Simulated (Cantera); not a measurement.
Feed: 1 mol Al2O3, 2.6 mol BCl3, 8.5 mol O2, equilibrated at 0.140 bar.

Cantera equilibrium calculation (NASA polynomials, part measured and part estimated; ideal gas, pure solids and liquids). Candidate condensed phases: Al, AlCl3, Al2O3, B, B2O3; 30 gas species. Mutual solubility and eutectic melting of coexisting phases are not modelled. The tables' values for BOCl are old estimates; treat these amounts as uncertain. Condensed phases not in the tables: borates and borosilicate glass, alloys, solid solutions and most ternary compounds. The numbers say what is thermodynamically allowed, not how fast it happens.

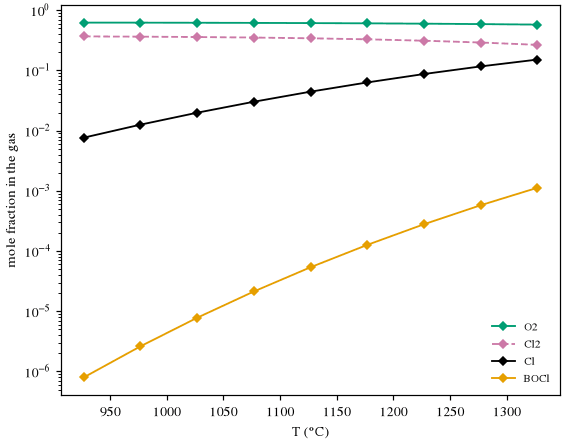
Figure. Equilibrium gas composition (values under 1e-9 drawn at 1e-9)

From 927 °C to 1327 °C the condensed part is Al2O3(s) + B2O3(l). The main Al-bearing gas is AlCl3 throughout.
